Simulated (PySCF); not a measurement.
SMILES C1[SiH2]C[SiH2]C[SiH]1 (C₃H₁₁Si₃), doublet at its GFN2-xTB optimised geometry (Å):

```
17

C     -0.7256     0.9742     3.1186
Si    -0.0986     1.9304     1.5979
C     -0.5126     0.9843     0.0000
Si     0.1223    -0.8109     0.0000
C     -0.5253    -1.6837     1.5570
Si    -0.0957    -0.8213     3.1932
H     -1.8161     0.9655     3.1252
H     -0.4233     1.4987     4.0238
H      1.3451     2.1942     1.6974
H     -1.5920     0.9762    -0.1549
H     -0.0903     1.5146    -0.8523
H      1.5920    -0.8109     0.0000
H     -0.3496    -1.5146    -1.2039
H     -1.6085    -1.7836     1.4828
H     -0.1323    -2.6989     1.5806
H      1.3603    -0.8219     3.3929
H     -0.7265    -1.5326     4.3173
```

Computed with unrestricted B3LYP/def2-SVP (PySCF 2.14.0). Cells within 0.4 Å of a nucleus heavier than hydrogen are left out (blank, or x).

Map of the deformation density (molecule minus spherical neutral atoms) (e/bohr³) on the plane z = 0.0 Å:

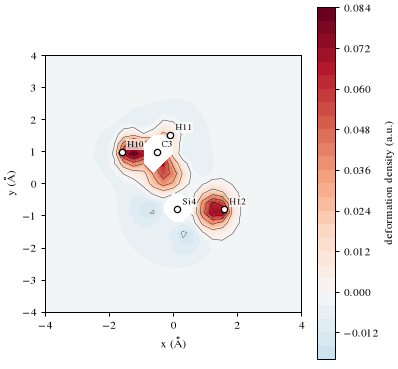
*Deformation density (molecule minus spherical neutral atoms) (e/bohr³) on the plane z = 0.0 Å.*
